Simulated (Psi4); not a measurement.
# A workflow on GeH4Se (SMILES [GeH3][SeH])

Wanted: a series of 9 runs (PBE0-D4/def2-TZVP, PBE-D4/def2-TZVPP, r2SCAN-D4/def2-TZVPP, B3LYP-D4/def2-TZVPP, PBE0-D4/def2-TZVPP, wB97M-V/def2-TZVPP, CCSD(T)/def2-TZVPP, MP2/def2-QZVPP) of GeH4Se. 

The calculation is run with Psi4 1.11.

## 1. Starting point

GeH4Se has 6 atoms, charge 0, and is taken as a singlet. SMILES: `[GeH3][SeH]`. The run starts from this shape.

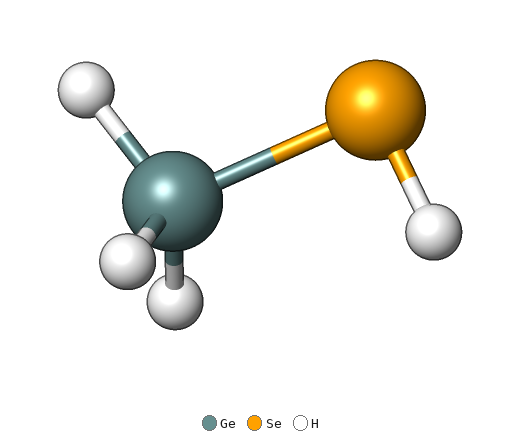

Viewed from a chosen angle; germanium teal, selenium orange, hydrogen white.

## 2. A geometry optimisation at PBE0-D4/def2-TZVP (density fitting) (run 2)

Input file input.inp:

```
memory 3.3 GB

molecule {
  0 1
  Ge    -0.226390    -0.318210    -0.479860
  Se    -0.197110     0.954840     1.502880
  H      0.422970    -1.689760    -0.244450
  H     -1.712030    -0.477850    -0.823960
  H      0.509720     0.422900    -1.605660
  H      1.269200     0.928970     1.588230
  symmetry c1
}

set globals {
  scf_type df
  geom_maxiter 50
  max_force_g_convergence 0.0002
}

e_tot, wfn = optimize("pbe0-d4/def2-TZVP", return_wfn=True)
print_variables()
```

The run is started by

```sh
$ psi4 -n 2 input.inp input.out
```

input.out:

```text
[...]
  Running in c1 symmetry.
[...]
  Nuclear repulsion =  313.610265765013253
[...]
  Multiplicity = 1
[...]
  Nalpha       = 35
  Nbeta        = 35
[...]
    Number of basis functions: 120
[...]
   @DF-RKS iter   1: -4478.15037656933328   -3.43668e+00   3.09415e-02 ADIIS/DIIS
[...]
   @DF-RKS iter  12: -4480.42825860437915   -4.54747e-12   3.35345e-09 DIIS
[...]
  @DF-RKS Final Energy: -4480.42825860437915
   => Energetics <=
    Nuclear Repulsion Energy =            313.6102657650132528
    One-Electron Energy =               -6867.1366312839909369
    Two-Electron Energy =                2199.1908926627970686
    DFT Exchange-Correlation Energy =    -126.0896005275455138
    Empirical Dispersion Energy =          -0.0031852206529644
    VV10 Nonlocal Energy =                  0.0000000000000000
    Total Energy =                      -4480.4282586043791525
[...]
  -Total Gradient:
     Atom            X                  Y                   Z
    ------   -----------------  -----------------  -----------------
       1       -0.000025984079     0.000061018938     0.000085597853
       2       -0.000161634859    -0.000002069311    -0.000015695244
       3        0.000034476036     0.000013529987    -0.000004793160
       4       -0.000001517154    -0.000006255299    -0.000022438324
       5        0.000007503086    -0.000028222607    -0.000025159271
       6        0.000165525702    -0.000036815481    -0.000012010614
[...]
```

The script printed:

```text
Optimizer: Optimization complete!
```

Wall time 6.9 s (2 threads of Intel Xeon 6975P-C (Granite Rapids), shared host); peak memory 0.7 GiB.

## 3. Vibrational wavenumbers at PBE0-D4/def2-TZVP (density fitting) (run 3)

Input file calc.inp:

```
memory 3.3 GB

molecule mol {
  0 1
  Ge    -0.226390    -0.318210    -0.479860
  Se    -0.197110     0.954840     1.502880
  H      0.422970    -1.689760    -0.244450
  H     -1.712030    -0.477850    -0.823960
  H      0.509720     0.422900    -1.605660
  H      1.269200     0.928970     1.588230
  symmetry c1
}

set basis def2-TZVP
set reference rks
set scf_type df
set rotational_symmetry_number 1

energy_value, wavefunction = freq('pbe0-d4', return_wfn=True)
```

The run is started by

```sh
$ psi4 -n 2 calc.inp calc.out
```

calc.out:

```text
[...]
  Running in c1 symmetry.
[...]
  Nuclear repulsion =  313.610265765013253
[...]
  Multiplicity = 1
[...]
  Nalpha       = 35
  Nbeta        = 35
[...]
    Number of basis functions: 120
[...]
   @DF-RKS iter   1: -4478.15037646087785   -3.43668e+00   3.09415e-02 ADIIS/DIIS
[...]
   @DF-RKS iter  12: -4480.42825790645929   -6.36646e-12   3.29593e-09 DIIS
[...]
  @DF-RKS Final Energy: -4480.42825790645929
   => Energetics <=
    Nuclear Repulsion Energy =            313.6272990603564494
    One-Electron Energy =               -6867.1721189428862999
    Two-Electron Energy =                2199.2096112861377151
    DFT Exchange-Correlation Energy =    -126.0898637513492559
    Empirical Dispersion Energy =          -0.0031855587173676
    VV10 Nonlocal Energy =                  0.0000000000000000
    Total Energy =                      -4480.4282579064592937
[...]
  -Total Gradient:
     Atom            X                  Y                   Z
    ------   -----------------  -----------------  -----------------
       1        0.000202326103     0.000258211910    -0.000246465374
       2       -0.000141102838     0.000018999500    -0.000008481649
       3        0.000040309008     0.000017497552    -0.000007610114
       4       -0.000009870168    -0.000002248140    -0.000003528493
       5       -0.000190274350    -0.000230192742     0.000324036484
       6        0.000117069704    -0.000061058658    -0.000052450278
[...]
  ==> Harmonic Vibrational Analysis <==
[...]
  Freq [cm^-1]                 147.9875            289.7156            477.1844
[...]
  Freq [cm^-1]                 544.3536            708.4352            821.5823
[...]
  Freq [cm^-1]                 868.4362            882.7128           2155.8738
[...]
  Freq [cm^-1]                2159.3999           2178.4668           2441.6164
[...]
```

The script printed:

```text
Warning: used thermodynamics relations inappropriate for low-frequency modes: ['147.9875' '289.7156' '477.1844' '544.3536']
```

It took 1.9 min on 2 threads of Intel Xeon 6975P-C (Granite Rapids), shared host; peak memory 0.82 GiB.

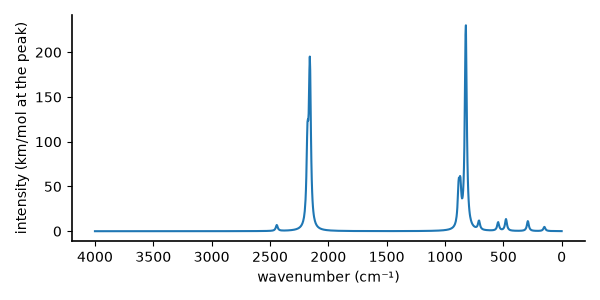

Harmonic infrared spectrum, unscaled, lines broadened by 10 cm⁻¹.

Runs 4 to 9 aren't shown in full; the table further down has their settings and results.

## 4. The energy at MP2/def2-QZVPP (density fitting, density fitting for correlation) (run 10)

Input file calc.dat:

```
memory 3300 MB

molecule {
  0 1
  Ge
  Se 1 2.356432
  H 1 1.535655 2 110.38169
  H 1 1.533302 3 110.5561 2 -115.61138
  H 1 1.53575 4 110.49637 3 121.91336
  H 2 1.46902 1 92.96782 4 179.34271
  symmetry c1
}

set basis def2-QZVPP
set reference rhf
set scf_type df
set num_frozen_docc 18

E, wfn = energy("mp2", return_wfn=True)
```

The run is started by

```sh
$ psi4 -i calc.dat -o calc.out -n 2
```

calc.out:

```text
[...]
  Running in c1 symmetry.
[...]
  Nuclear repulsion =  313.610256830016567
[...]
  Multiplicity = 1
[...]
  Nalpha       = 35
  Nbeta        = 35
[...]
    Number of basis functions: 298
[...]
   @DF-RHF iter   1: -4475.66049330618534   -4.99827e+00   1.32149e-02 DIIS/ADIIS
[...]
   @DF-RHF iter  12: -4477.64811449055924   -3.72893e-11   5.61410e-09 DIIS
[...]
  @DF-RHF Final Energy: -4477.64811449055924
   => Energetics <=
    Nuclear Repulsion Energy =            313.6102568300165672
    One-Electron Energy =               -6868.4430025031788318
    Two-Electron Energy =                2077.1846311826029705
    Total Energy =                      -4477.6481144905592373
[...]
 Multipole Moments:
 ------------------------------------------------------------------------------------
     Multipole            Electronic (a.u.)      Nuclear  (a.u.)        Total (a.u.)
 ------------------------------------------------------------------------------------
 L = 1.  Multiply by 2.5417464519 to convert [e a0] to [Debye]
 Dipole X            :          1.0516343           -1.2559028           -0.2042685
 Dipole Y            :         -0.6034867            0.7202415            0.1167548
 Dipole Z            :          4.9181630           -5.3826126           -0.4644497
 Magnitude           :                                                    0.5206446
[...]
```

Wall time 6.3 s (2 threads of Intel Xeon 6975P-C (Granite Rapids), shared host); peak memory 0.92 GiB.

## 5. All runs side by side

```
run                                                                  level         task  geom maxiter   energy (Eh)  dipole moment (D)  HOMO energy (eV)  LUMO energy (eV)  wall time
  2                                    PBE0-D4/def2-TZVP (density fitting)     optimise            50  -4480.428259               1.13             -6.95             -0.32      6.9 s
  3                                    PBE0-D4/def2-TZVP (density fitting)  frequencies             –  -4480.428259               1.13                 –                 –    1.9 min
  4                                    PBE-D4/def2-TZVPP (density fitting)       energy             –  -4480.292972               1.03             -5.80             -1.20        9 s
  5                                 r2SCAN-D4/def2-TZVPP (density fitting)       energy             –  -4480.953550               1.12             -6.08             -0.92       15 s
  6                                  B3LYP-D4/def2-TZVPP (density fitting)       energy             –  -4481.069912               1.07             -6.72             -0.60      8.1 s
  7                                   PBE0-D4/def2-TZVPP (density fitting)   properties             –  -4480.429455               1.13             -6.96             -0.32      8.1 s
  8                                   wB97M-V/def2-TZVPP (density fitting)       energy             –  -4480.707856               1.14             -9.18              1.45       16 s
  9  CCSD(T)/def2-TZVPP (density fitting, density fitting for correlation)       energy             –  -4478.141574                  –             -9.55              2.93       61 s
 10      MP2/def2-QZVPP (density fitting, density fitting for correlation)       energy             –  -4478.757237                  –             -9.55              2.27      6.3 s
```

## 6. Outcome

```
                                                            quantity           value
                                run 10, MP2/def2-QZVPP: total energy  -4478.75724 Eh
         run 10, MP2/def2-QZVPP: HOMO energy (Hartree–Fock orbitals)        -9.55 eV
         run 10, MP2/def2-QZVPP: LUMO energy (Hartree–Fock orbitals)         2.27 eV
       run 10, MP2/def2-QZVPP: HOMO–LUMO gap (Hartree–Fock orbitals)        11.82 eV
run 10, MP2/def2-QZVPP: correlation energy (18 core orbitals frozen)     -1109.1 mEh
```

In words: Over runs 2, 3, 4, 5, 6, 7, 8 the dipole moment (its size) runs from 1.03 D (PBE-D4/def2-TZVPP) to 1.14 D (wB97M-V/def2-TZVPP). Over runs 2, 4, 5, 6, 7, 8 the HOMO–LUMO gap runs from 4.61 eV (PBE-D4/def2-TZVPP) to 10.62 eV (wB97M-V/def2-TZVPP). Totals of different functionals can't be ranked against each other. All runs together took 4.1 min, the longest 1.9 min.
